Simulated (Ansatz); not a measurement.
System: Co₃NiGe₄.

Input

```
crystal:
  lattice:
    - [3.2884844558, 1.8986073858, 2.6927074099]
    - [-3.2884844558, 1.8986073858, 2.6927074099]
    - [0.0, -3.7972147715, 2.6927074099]
  atoms:
    - { symbol: Co, position: [0.8601797347, 0.3660705094, 0.135030514] }
    - { symbol: Co, position: [0.135030514, 0.8601797347, 0.3660705094] }
    - { symbol: Co, position: [0.3660705094, 0.135030514, 0.8601797347] }
    - { symbol: Ni, position: [0.6372625982, 0.6372625982, 0.6372625982] }
    - { symbol: Ge, position: [0.3371375425, 0.3371375425, 0.3371375425] }
    - { symbol: Ge, position: [0.1610403411, 0.6601298874, 0.8431488728] }
    - { symbol: Ge, position: [0.8431488728, 0.1610403411, 0.6601298874] }
    - { symbol: Ge, position: [0.6601298874, 0.8431488728, 0.1610403411] }
basis:
  ecutwfc: 500
kpoints:
  mp_grid: { grid: [12, 12, 12] }
  band_path:
    path:
      - [[0.0, 0.0, 0.0], [0.5, 0.5, 0.5], [0.50189652, 0.49810348, 0.5]]
      - [[0.5, -0.49810348, 0.49810348], [0.5, 0.0, 0.0], [0.0, 0.0, 0.0], [0.49905174, -0.49905174, 0.0]]
      - [[0.50094826, 0.0, 0.49905174], [0.5, 0.0, 0.5], [0.0, 0.0, 0.0]]
    npoints: 14
hamiltonian:
  xc: r2scan
scf:
  occupations: { method: gaussian, width: 0.1 }
  n_extra_bands: 20
output:
  forces: true
  stress: true
  eigenvalues: true
  populations: true
  dos: { projected: true, de: 0.02, nscf_kmesh: { grid: [15, 15, 15] } }
  bader: true
  write_density: true
  write_potential: true
  elf: true
  volumetric_format: npy
```

Launched as:

```sh
ansatz run input.yaml --threads 4 --pin off --max-ram 8192MiB --backend cpu --events-out ev --progress --plain --runs-dir out
```

Below, planes, directions and counts refer to the conventional cell (a = 6.58 Å, b = 6.58 Å, c = 8.08 Å, α = 90.00°, β = 90.00°, γ = 120.00°).

Space group R3; a structure generated by program, which may or may not match a known phase; computed pressure about −6 GPa in this cell; computed without spin polarisation.

Theory: Ansatz, DFT r2SCAN, scalar-relativistic, plane waves, PAW.

### Predict the valence pseudo-density and electron localisation function between the atoms.

Ni–Ge (2.42 Å): the density is about 0.4 e/Å³ at the midpoint; the ELF is about 0.40 at the midpoint.
Bader's partition of the density gives Co −0.08, Ni −0.09 and Ge +0.08 e.

### What Bader charges does the calculation give?

Electrons move from Ge towards Co and Ni. Bader charges: Co −0.08, Ni −0.09 and Ge +0.08 e.

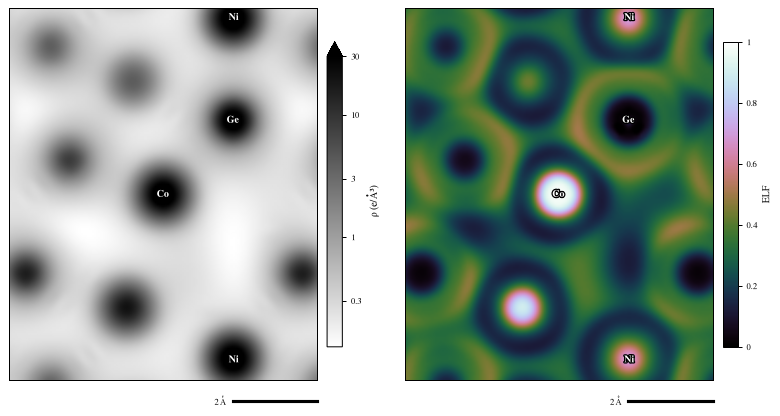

Computed valence pseudo-density and electron localisation function on the (010) plane of the conventional cell, in this order. Atoms just off the plane (Co, 0.3 Å away and Ge, 0.3 Å away) can leave unmarked features too.

Core electrons are frozen (PAW), and the valence fields are smoothed inside the atomic spheres.
